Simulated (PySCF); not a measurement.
**C4H16N2OSi2: NMR shifts**

Wanted: the NMR shifts of C4H16N2OSi2 (`CC[Si](C)(C)O[SiH](N)N`), by calculation.

The runs use PySCF 2.14.0, with density-fitted response routines of our own; the level of theory stands in each step. All values are computed, except where a source is named. Atoms are numbered from 0 throughout.

## 1. Starting geometry

25 atoms, charge 0, multiplicity 1; geometry from: GFN2-xTB.

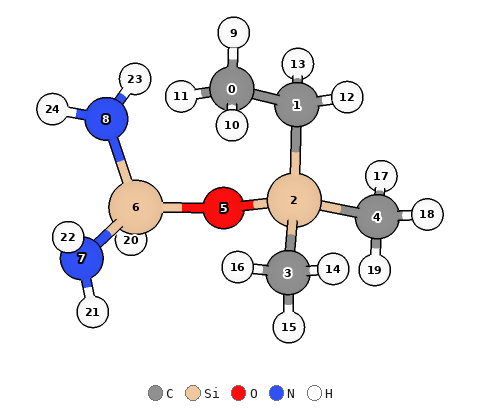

As it starts; carbon grey, silicon light orange, oxygen red, nitrogen blue, hydrogen white, atoms numbered.

## 2. Shielding tensors: PBE0/pcSseg-1

The job: settings as JSON, then the geometry in Å.

```
{"job": {"kind": "nmr", "xc": "PBE0", "basis": "pcSseg-1"}, "charge": 0, "multiplicity": 1}
C      1.533418     1.186291     1.319168
C      1.702640     0.962940    -0.180266
Si     0.611470    -0.451831    -0.860531
C      0.956325    -2.073675     0.083014
C      0.889145    -0.689197    -2.727161
O     -0.961423    -0.071156    -0.688090
Si    -2.266799     0.312211     0.210449
N     -2.611937    -0.691793     1.564073
N     -1.962737     1.861492     0.906261
H      2.126098     2.035217     1.657260
H      1.853515     0.308394     1.874901
H      0.489638     1.378761     1.551642
H      2.753198     0.761883    -0.392955
H      1.457813     1.890735    -0.699779
H      2.001463    -2.362130     0.026946
H      0.369557    -2.892320    -0.323909
H      0.695213    -1.976462     1.132866
H      0.687885     0.223316    -3.278959
H      1.912413    -0.983584    -2.935322
H      0.236807    -1.460947    -3.122589
H     -3.361844     0.155716    -0.740583
H     -2.732639    -1.677323     1.404047
H     -2.094974    -0.542914     2.415314
H     -1.633553     2.584760     0.287630
H     -2.661626     2.235761     1.525708
```

With the program's defaults for keys left out, this is: GIAO PBE0/pcSseg-1 NMR shielding, non-relativistic, gas phase.

On the command line:

```console
OMP_NUM_THREADS=1 python probes_run.py task.json out
```

The driver reads the jobs from task.json and runs them one after another.

The program printed:

```text
coarse grid: 20728 points
cycle   1  E = -924.9885609181  dE =  7.452e-01  |g| = 1.011e+00  |ddm| = 4.389e+00
cycle   2  E = -924.8109955265  dE =  1.776e-01  |g| = 1.394e+00  |ddm| = 1.877e+00
cycle   3  E = -925.1898244727  dE = -3.788e-01  |g| = 1.789e-01  |ddm| = 1.269e+00
cycle   4  E = -925.1958005818  dE = -5.976e-03  |g| = 4.408e-02  |ddm| = 1.558e-01
cycle   5  E = -925.1961723362  dE = -3.718e-04  |g| = 1.335e-02  |ddm| = 3.952e-02
cycle   6  E = -925.1962079356  dE = -3.560e-05  |g| = 3.328e-03  |ddm| = 1.188e-02
cycle   7  E = -925.1962103105  dE = -2.375e-06  |g| = 4.155e-04  |ddm| = 2.728e-03
final grid: 187832 points
cycle   8  E = -925.2515268955  dE = -3.454e-05  |g| = 1.351e-02  |ddm| = 2.777e-02
cycle   9  E = -925.2514900779  dE =  3.682e-05  |g| = 1.929e-02  |ddm| = 2.265e-02
cycle  10  E = -925.2515649281  dE = -7.485e-05  |g| = 2.051e-03  |ddm| = 1.395e-02
cycle  11  E = -925.2515657662  dE = -8.381e-07  |g| = 2.018e-04  |ddm| = 1.667e-03
cycle  12  E = -925.2515657724  dE = -6.278e-09  |g| = 8.597e-05  |ddm| = 2.278e-04
cycle  13  E = -925.2515657738  dE = -1.328e-09  |g| = 2.891e-05  |ddm| = 8.212e-05
cycle  14  E = -925.2515657740  dE = -1.853e-10  |g| = 4.006e-06  |ddm| = 2.606e-05
converged SCF energy = -925.2515657740

GIAO shielding tensors (ppm)
atom      isotropic    diamagn.    paramagn.     s11        s22        s33       span
  0 C      178.308     250.997     -72.689    172.881    175.460    186.584     13.704
  1 C      172.961     257.289     -84.328    166.151    173.430    179.303     13.152
  2 Si     342.100     882.855    -540.755    329.277    339.800    357.224     27.947
  3 C      187.281     258.280     -71.000    176.268    189.047    196.527     20.259
  4 C      184.817     255.679     -70.862    175.886    183.999    194.566     18.680
  5 O      238.742     406.415    -167.673    221.875    242.655    251.696     29.822
  6 Si     394.365     882.148    -487.783    369.930    388.005    425.161     55.231
  7 N      233.454     323.842     -90.388    210.634    222.292    267.436     56.802
  8 N      238.789     318.235     -79.447    208.081    244.109    264.176     56.095
  9 H       30.524      30.603      -0.079     25.353     27.657     38.561     13.208
 10 H       30.946      33.753      -2.807     26.506     29.957     36.376      9.870
 11 H       29.408      34.784      -5.376     22.944     28.433     36.846     13.902
 12 H       31.321      33.078      -1.756     26.585     29.831     37.549     10.964
 13 H       31.108      34.831      -3.723     27.434     29.534     36.357      8.923
 14 H       32.004      32.254      -0.249     27.820     28.671     39.522     11.702
 15 H       31.588      33.075      -1.487     28.045     28.861     37.857      9.812
 16 H       31.360      36.248      -4.888     27.463     30.114     36.503      9.040
 17 H       31.537      31.982      -0.445     27.316     29.387     37.908     10.592
 18 H       32.037      30.681       1.356     27.780     29.328     39.001     11.221
 19 H       31.493      31.398       0.096     27.305     29.172     38.003     10.698
 20 H       26.804      29.443      -2.639     22.697     24.484     33.232     10.536
 21 H       31.167      33.037      -1.870     24.833     26.956     41.711     16.878
 22 H       30.818      34.776      -3.957     25.178     27.466     39.811     14.633
 23 H       31.286      33.463      -2.177     24.367     28.560     40.930     16.562
 24 H       31.176      29.399       1.777     23.842     26.689     42.998     19.156
```

Run time: 87 s. Hardware: 1 thread of Arm Neoverse V1, shared host; peak memory 1.1 GiB.

The references, computed at this level on geometries of the same kind, shield at (ppm): 1H TMS 31.72, 13C TMS 186.9, 29Si TMS 349.2, 15N NH3 267.7, 17O H2O 336.1. Their shielding less the atom's gives the shift. The references are single molecules in the gas phase, so shifts against H2O, NH3, PH3, H3PO4 or CFCl3 are not on the usual liquid scales and can be off by tens of ppm. Atoms listed in one row are averaged.

| atoms | environment | σ (ppm) | δ (ppm) | δ scaled to CDCl3 |
| --- | --- | --- | --- | --- |
| C1 | sp3 CH2 bonded to Si | 173.0 | 14.0 | 11.7 |
| C0 | methyl carbon | 178.3 | 8.6 | 6.5 |
| C3, C4 | methyl carbon bonded to Si | 186.0 | 0.9 | -1.1 |
| H20 | hydrogen on a silicon bonded to 2 N, O | 26.80 | 4.91 | – |
| H9, H10, H11 | hydrogen on a methyl carbon | 30.29 | 1.42 | 1.45 |
| H21, H22, H23, H24 | hydrogen on a nitrogen bonded to Si | 31.11 | 0.61 | – |
| H12, H13 | hydrogen on an sp3 CH2 bonded to Si | 31.21 | 0.50 | 0.58 |
| H14, H15, H16, H17, H18, H19 | hydrogen on a methyl carbon bonded to Si | 31.67 | 0.05 | 0.15 |
| Si2 | silicon bonded to 3 C, O | 342.1 | 7.1 | – |
| Si6 | silicon bonded to 2 N, O, H | 394.4 | -45.2 | – |
| O5 | oxygen bonded to 2 Si | 238.7 | 97.3 | – |
| N7, N8 | nitrogen bonded to Si, 2 H | 236.1 | 31.6 | – |

The scaled column applies a straight-line fit of computed shieldings to shifts measured in CDCl3 (root-mean-square error 0.16 ppm for H, 1.9 ppm for C).

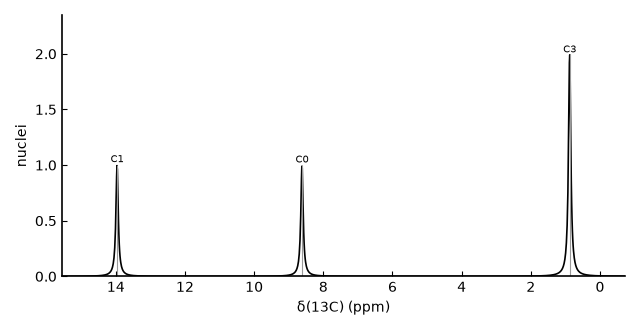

13C lines at the computed shifts, without couplings. Lines are broadened to a width of 0.08 ppm (Lorentzian).

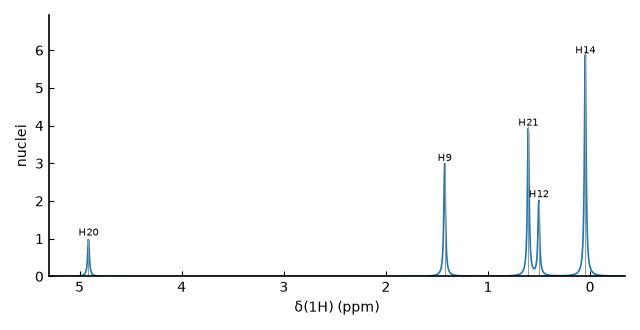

1H lines at the computed shifts, without couplings. Lines are broadened to a width of 0.02 ppm (Lorentzian).

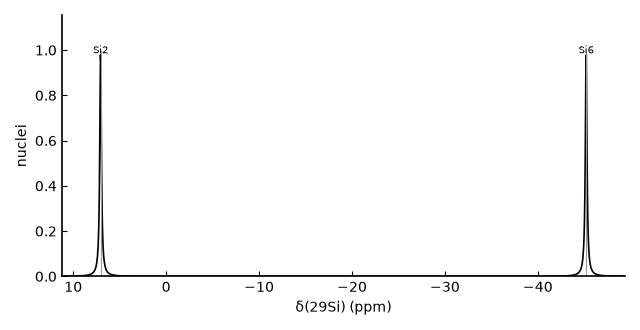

29Si lines at the computed shifts, without couplings. Lines are broadened to a width of 0.21 ppm (Lorentzian).

Charges from the same density, by scheme (e):

| atoms | Mulliken | IAO | Hirshfeld | ESP fit |
| --- | --- | --- | --- | --- |
| C0 | -0.31 | -0.41 | -0.13 | -0.10 |
| C1 | -0.59 | -0.56 | -0.17 | -0.12 |
| Si2 | 1.16 | 1.28 | 0.46 | 0.98 |
| C3, C4 | -0.64 | -0.74 | -0.22 | -0.79 |
| O5 | -0.75 | -0.88 | -0.31 | -0.57 |
| Si6 | 1.08 | 1.31 | 0.46 | 0.95 |
| N7, N8 | -0.65 | -0.86 | -0.32 | -1.02 |

ESP fit charges:

C0 -0.10; C1 -0.12; Si2 0.98; C3 -0.59; C4 -0.99; O5 -0.57; Si6 0.95; N7 -1.04; N8 -1.00; H9 0.03; H10 0.01; H11 0.02; H12 -0.01; H13 0.02; H14 0.12; H15 0.14; H16 0.11; H17 0.21; H18 0.21; H19 0.24; H20 -0.17; H21 0.39; H22 0.40; H23 0.36; H24 0.39

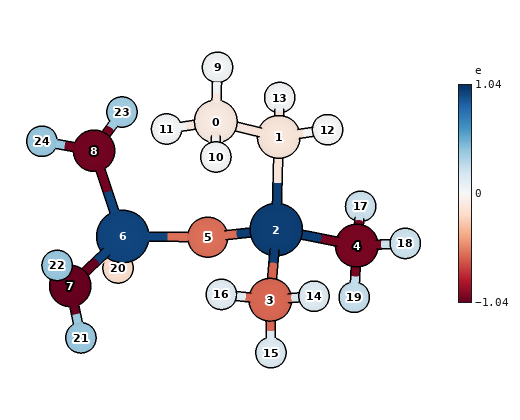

ESP fit charges, as colours on the atoms.

Mayer bond orders: C0–C1 1.06, C1–Si2 0.88, Si2–C3 0.94, Si2–C4 0.95, Si2–O5 0.91, O5–Si6 0.94, Si6–N7 1.06, Si6–N8 0.98.

The fields below are evaluated on a grid from the run's orbitals.

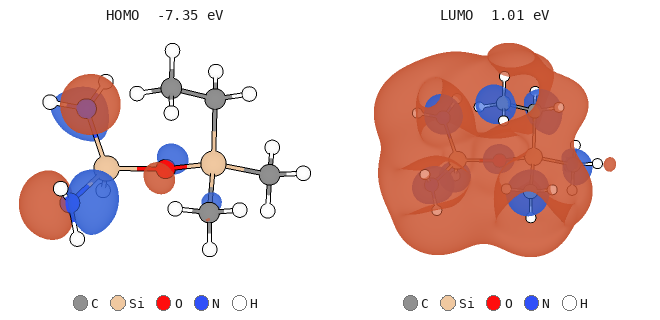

PBE0/pcSseg-1 orbitals near the gap, drawn at the value that encloses 70 % of each; the two colours are the two signs.

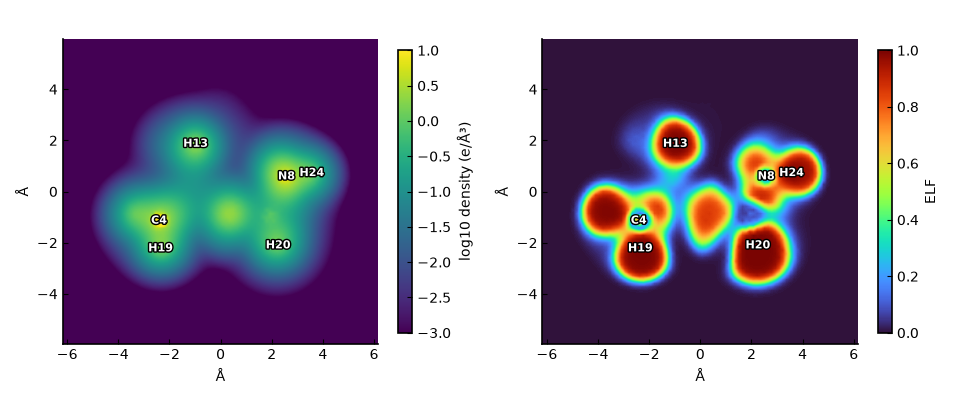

Density (left) and ELF (right) in a plane through or near 6 of the atoms.

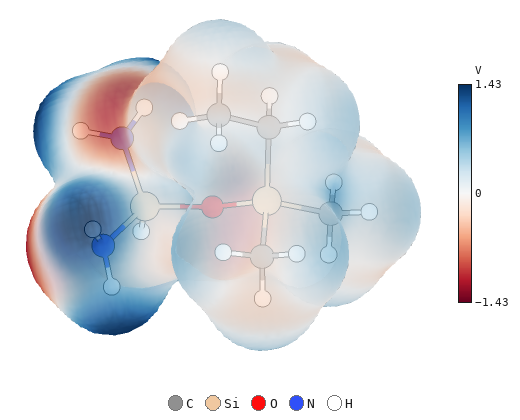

Electrostatic potential on the surface of density 0.002 e/bohr³; red is low, blue high. It runs from -1.13 V near N7 to 1.43 V near H23.

## 3. Results

```
                                                               quantity                             value
13C shifts against TMS (PBE0/pcSseg-1, means over atoms taken as alike)                14.0, 8.6, 0.9 ppm
 1H shifts against TMS (PBE0/pcSseg-1, means over atoms taken as alike)  4.91, 1.42, 0.61, 0.50, 0.05 ppm
                                29Si shifts against TMS (PBE0/pcSseg-1)                    7.1, -45.2 ppm
                                 17O shifts against H2O (PBE0/pcSseg-1)                          97.3 ppm
15N shifts against NH3 (PBE0/pcSseg-1, means over atoms taken as alike)                          31.6 ppm
                                  surface potential, least and greatest                -1.13 V and 1.43 V
```
